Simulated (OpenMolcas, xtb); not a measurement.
## How methods differ on BGeH5 (SMILES [BH2][GeH3])

BGeH5: 7 atoms, total charge 0, spin state singlet. As SMILES, `[BH2][GeH3]`. Geometry: relaxed at PBE0-D4/def2-TZVP.

Quantity: the vertical electron affinity (to the doublet anion), in eV. The values are calculated.

The electron affinity is E(neutral) − E(anion): positive where the electron is bound.

```
             level            kind     program  value (eV)  CPU time (all runs)
          GFN2-xTB  semi-empirical         xtb        3.87            under 2 s
    HF/aug-cc-pVDZ    Hartree–Fock  OpenMolcas       -0.21                 39 s
 SVWN5/aug-cc-pVDZ             LDA  OpenMolcas        0.83                100 s
  BLYP/aug-cc-pVDZ             GGA  OpenMolcas        0.54              2.4 min
revPBE/aug-cc-pVDZ             GGA  OpenMolcas        0.68              2.2 min
 M06-L/aug-cc-pVDZ        meta-GGA  OpenMolcas        0.46              5.4 min
 B3LYP/aug-cc-pVDZ   global hybrid  OpenMolcas        0.62              2.2 min
```

All-electron rows without a relativistic Hamiltonian named are non-relativistic. Where it was recorded, the anion's HOMO is positive in SVWN5/aug-cc-pVDZ, BLYP/aug-cc-pVDZ, revPBE/aug-cc-pVDZ, M06-L/aug-cc-pVDZ, B3LYP/aug-cc-pVDZ: a fault of the level (basis or self-interaction), which says nothing on whether the real anion is bound. The values span -0.21 to 3.87 eV. The xTB values lack the empirical shift that such differences need. CPU times are rough (shared hosts, several kinds of processor and program).

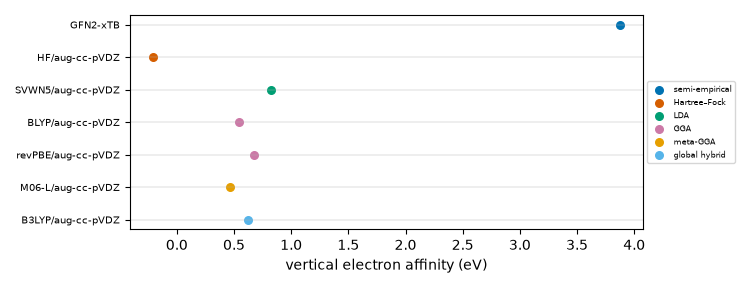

The values of the table, level by level.
